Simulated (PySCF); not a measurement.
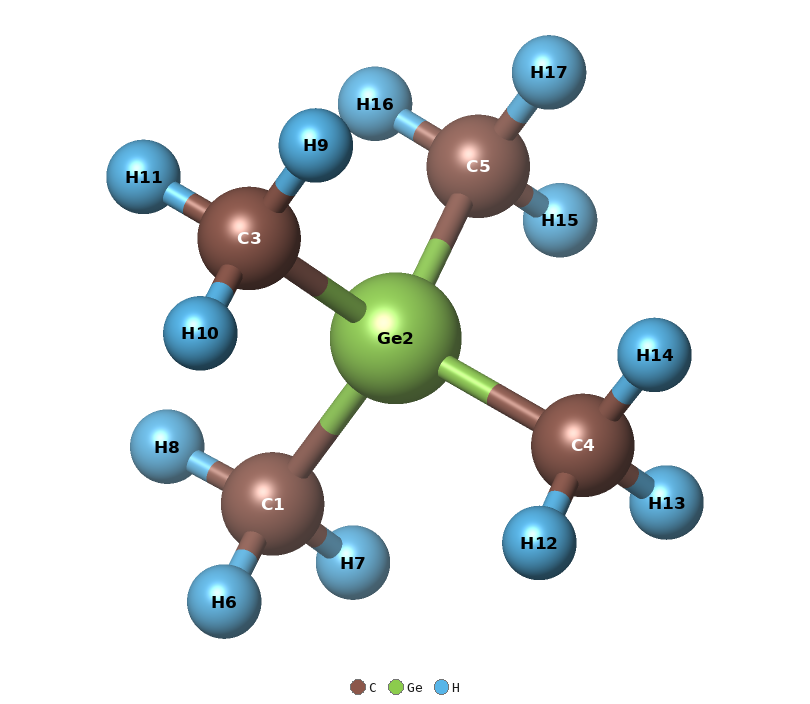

Computed geometry: PBE0-D3(BJ)/def2-SVP optimisation. No frequency run is at hand to confirm it as a minimum. Method: delta-SCF UKS SCAN, pcX-2 on the ionised atom, pcseg-1 elsewhere, spin-free X2C (PySCF 2.14.0).

Give the core-electron binding energies (to vacuum) of C1 1s.

```tsv
atom	level	binding energy (eV)
C1	1s	289.8
```
